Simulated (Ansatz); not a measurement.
F$_{3}$HSTi (SMILES [F][Ti]([F])([F])[SH])

```json
{"atom": "F", "x (Å)": "-0.6024", "y (Å)": "-0.8110", "z (Å)": "1.5731"}
{"atom": "Ti", "x (Å)": "0.2666", "y (Å)": "-0.4697", "z (Å)": "0.0995"}
{"atom": "F", "x (Å)": "1.9651", "y (Å)": "-0.8052", "z (Å)": "0.2476"}
{"atom": "F", "x (Å)": "-0.4747", "y (Å)": "-1.3928", "z (Å)": "-1.1817"}
{"atom": "S", "x (Å)": "0.1166", "y (Å)": "1.7481", "z (Å)": "-0.3752"}
{"atom": "H", "x (Å)": "-1.2293", "y (Å)": "1.6667", "z (Å)": "-0.4096"}
```

Geometry: PBE0-D4/def2-TZVP.

Theory: RKS PBE0-D4/def2-TZVPP in Ansatz.

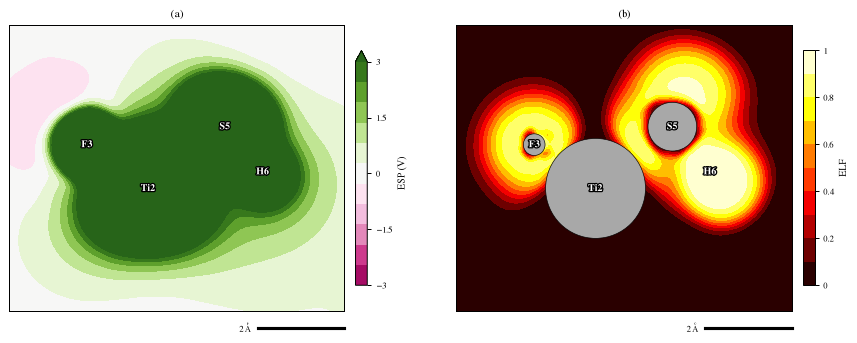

Figure 1. (a) electrostatic potential; (b) ELF on the plane of atoms Ti2, S5 and H6. Grey discs cover the atomic cores in the ELF map.

Q: What does the map show?

A:
- Atoms in the plane: Ti, F, S and H.
- Ti–F (1.74 Å): the ELF peaks at about 0.80 in the valence shell of F, 0.5 Å from its nucleus, and drops to about 0.25 between the two atoms.
- Ti–S (2.27 Å): the ELF peaks at about 0.90 in the valence shell of S, 0.9 Å from its nucleus, and is about 0.60 at the midpoint.
- S–H (1.35 Å): the ELF climbs to about 1 towards the hydrogen, as it does in any bond to H.
- Outside the dense part of the molecule the potential is most negative (−0.6 V) near F3.

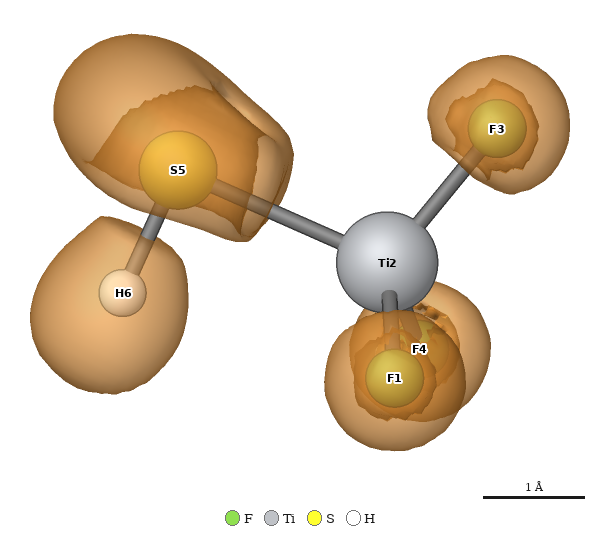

Figure 2. Isosurface of the electron localisation function at 0.8 (orange), seen across its widest extent. Only the valence region is drawn (cores and ρ < 0.01 e/Å³ removed).

Q: Where are the electrons localised?

A: At this value the surface marks out one region around a hydrogen nucleus, three regions wrapped around F (the valence shell of each) and one region wrapped around S (its valence shell).

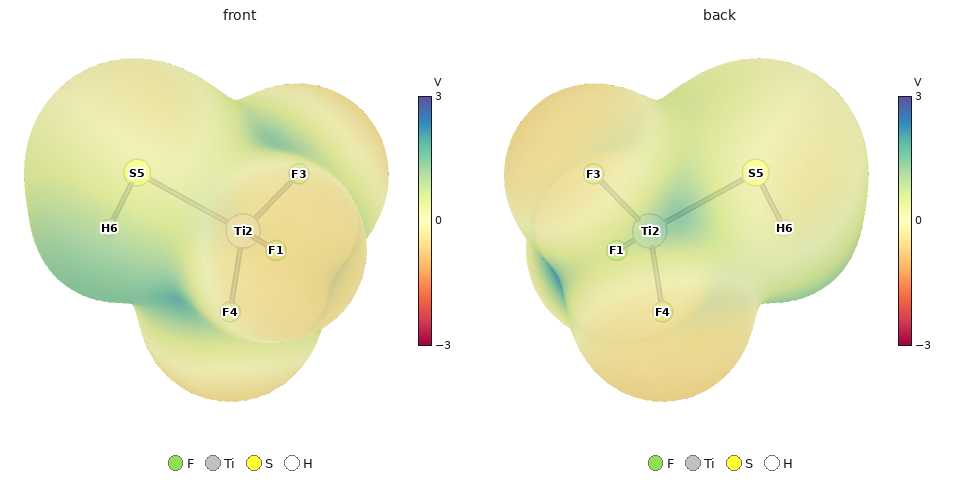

Figure 3. The molecular electrostatic potential painted on the density surface at 0.001 e/bohr³, seen from the front and from behind; red is negative and blue positive.

Q: Which sites attract a positive test charge, and which a negative one?

A: A positive charge is drawn to the negative regions and a negative charge to the positive ones. The most negative region (about −0.6 V) lies over F1 and F4, the most positive (about +2.0 V) over Ti2.

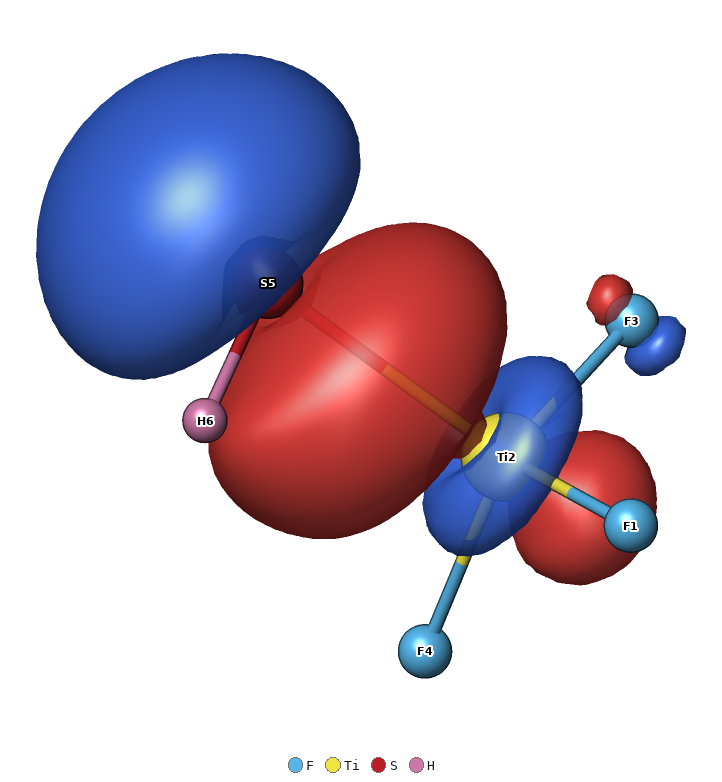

Figure 4. The HOMO−1 at ±0.1 Å⁻³ᐟ² (blue and red are the two phases), seen at a tilt.

Q: Where does this orbital lie, and at what energy?

A: It lies mainly on S5 (about 75 %) and Ti2 (about 20 %). Its energy is −9.62 eV.
